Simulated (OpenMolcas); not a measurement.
# Co⁴⁺ among point charges: CASSCF and CASPT2 levels and susceptibility

Aim: the splitting of the states of Co⁴⁺ in the field of 5 point charges, its lowest levels with spin-orbit coupling and its magnetic susceptibility.

Method: state-averaged CASSCF and CASPT2, spin-orbit coupling by RASSI with atomic mean-field integrals. Code: OpenMolcas 26.06.

## Step 1: Starting point

| Property | Result |
| --- | --- |
| Species | Co⁴⁺ (cobalt, Z = 27, 23 electrons) |
| Basis | ANO-RCC-VDZP [5s4p2d1f], 34 functions |
| Scalar Hamiltonian | DKH2, point nucleus |
| Inactive shells | 1s 2s 2p 3s 3p |
| Active space | 5 electrons in 5 orbitals (3d) |
| Some configurations of this space | 3d5 |
| Orbitals | optimised for each spin and parity, averaged over all roots |

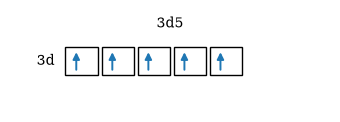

The shells outside the core, filled by Hund's rule for the drawing.

The ion sits among 5 point charges of -1.25 e arranged as a square pyramid (C4v), 2.1 Å from the ion, with the axial distance 1.995 Å.

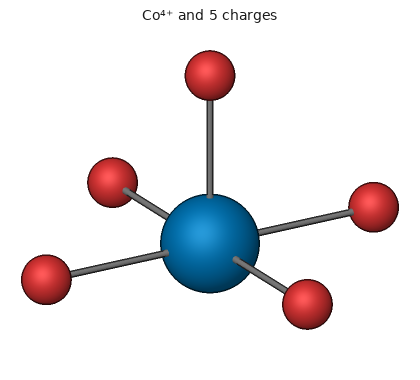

The ion and the point charges (red).

Each step is its own input file, run in one work folder so that later steps find the files of earlier ones. Labels, J, g values, rates, χT and fits are worked out afterwards by a script from the matrices that RASSI stores.

## Step 2: Basis and integrals

a.inp reads:

```
&GATEWAY
Coord
1

Co 0.0 0.0 0.0
Basis=ANO-RCC-VDZP
Group=NoSym
NoMove
AngMom=0.0 0.0 0.0
AMFI
XField
5 Angstrom 0
2.100000 0.000000 0.000000 -1.250000
0.000000 2.100000 0.000000 -1.250000
-2.100000 0.000000 0.000000 -1.250000
0.000000 -2.100000 0.000000 -1.250000
0.000000 0.000000 1.995000 -1.250000
&SEWARD
```

The run is started by

```bash
OMP_NUM_THREADS=1 MOLCAS_MEM=1689 MOLCAS_PROJECT=a pymolcas a.inp > a.log
```

## Step 3: Reference wave functions, sextets, 1 root

a.inp reads:

```
&RASSCF
FileOrb=start.orb
Symmetry=1
Spin=6
nActEl=5 0 0
Inactive=9
Ras2=5
CIRoot=1 1 1
SDav=1
CIMx=300
Iter=120 100
PrWF=0.3
OrbListing=Nothing
MaxOrb=0
>>> COPY $Project.JobIph JOB001
```

start.orb holds the contracted functions of the basis, ordered by shell, or the orbitals of the step before.

## Step 4: Reference wave functions, quartets, 24 roots

a.inp reads:

```
&RASSCF
FileOrb=start.orb
Symmetry=1
Spin=4
nActEl=5 0 0
Inactive=9
Ras2=5
CIRoot=24 24 1
SDav=24
CIMx=300
Iter=120 100
PrWF=0.3
OrbListing=Nothing
MaxOrb=0
>>> COPY $Project.JobIph JOB002
```

## Step 5: Reference wave functions, doublets, 75 roots

a.inp reads:

```
&RASSCF
FileOrb=start.orb
Symmetry=1
Spin=2
nActEl=5 0 0
Inactive=9
Ras2=5
CIRoot=75 75 1
SDav=75
CIMx=300
Iter=120 100
PrWF=0.3
OrbListing=Nothing
MaxOrb=0
>>> COPY $Project.JobIph JOB003
```

## Step 6: RASSI: spin-orbit coupling between the states

a.inp reads:

```
&RASSI
NrOfJobIphs=3 1 24 75
1
1 2 3 4 5 6 7 8 9 10 11 12 13 14 15 16 17 18 19 20 21 22 23 24
1 2 3 4 5 6 7 8 9 10 11 12 13 14 15 16 17 18 19 20 21 22 23 24 25 26 27
28 29 30 31 32 33 34 35 36 37 38 39 40 41 42 43 44 45 46 47 48 49 50 51
52 53 54 55 56 57 58 59 60 61 62 63 64 65 66 67 68 69 70 71 72 73 74 75
IphNames
JOB001
JOB002
JOB003
EJob
SpinOrbit
DIPRint=1.0
SOCoupling=1000.0
Subsets=2
Property=9
'ANGMOM' 1 'ANGMOM' 2 'ANGMOM' 3 'MLTPL  1' 1 'MLTPL  1' 2 'MLTPL  1' 3
'AMFI' 1 'AMFI' 2 'AMFI' 3
SOProperty=3
'ANGMOM' 1 'ANGMOM' 2 'ANGMOM' 3
```

## Step 7: CASPT2: IPEA 0.25, imaginary shift 0.1 (closed shells correlated: 3s 3p)

a.inp reads:

```
>>> COPY JOB001 $Project.JobIph
&CASPT2
Multistate=1 1
Frozen=5
IPEA=0.25
Imaginary=0.1
MaxIter=60
WThr=0.0 0.3 0.05
PrWF=0.5
NoMix
>>> COPY JOB002 $Project.JobIph
&CASPT2
Multistate=24 1 2 3 4 5 6 7 8 9 10 11 12 13 14 15 16 17 18 19 20 21 22
23 24
NoMult
Frozen=5
IPEA=0.25
Imaginary=0.1
MaxIter=60
WThr=0.0 0.3 0.05
PrWF=0.5
NoMix
>>> COPY JOB003 $Project.JobIph
&CASPT2
Multistate=75 1 2 3 4 5 6 7 8 9 10 11 12 13 14 15 16 17 18 19 20 21 22
23 24 25 26 27 28 29 30 31 32 33 34 35 36 37 38 39 40 41 42 43 44 45 46
47 48 49 50 51 52 53 54 55 56 57 58 59 60 61 62 63 64 65 66 67 68 69 70
71 72 73 74 75
NoMult
Frozen=5
IPEA=0.25
Imaginary=0.1
MaxIter=60
WThr=0.0 0.3 0.05
PrWF=0.5
NoMix
```

(Steps that only read results are left out.)

Before running it: what results should come out? Wanted: spin-free ground state; lowest level; next level.

The runs gave:

```
                 quantity                                                                        value
                   method  SS-CASPT2, IPEA 0.25, imaginary shift 0.1 (closed shells correlated: 3s 3p)
   spin-free ground state                                           sextet, 1-fold in its orbital part
             lowest level                                                 2-fold, g = 2.00, 6.01, 6.01
               next level                                                                     0.1 cm⁻¹
              χT at 300 K                                                               4.38 cm³ K/mol
effective moment at 300 K                                                                      5.92 μB
```

Cost by method:

| method | time of its own steps | time with the reference |
| --- | --- | --- |
| A. CASSCF | 19 s | 19 s |
| B. SS-CASPT2, IPEA 0.25, imaginary shift 0.1, +3s 3p | 5 s | 24 s |

Times are of one thread on a shared host.

What this shows: The spin-free ground state (sextet) comes to 100 % from free-ion S terms and keeps the highest spin of the shell. χT at 300 K is 4.38, against 4.39 cm³ K/mol for the spin alone, as a half-filled shell (L = 0) has no orbital moment. An active space of the d shell alone favours high spin; real ions in strong fields can be low spin. The field of point charges can differ much from that of real complexes. With metal d orbitals alone active, the gaps between spin states are rough; where two lie within a few thousand cm-1, their order is open. Point charges carry no covalency, so the field is a model and not that of real ligands.
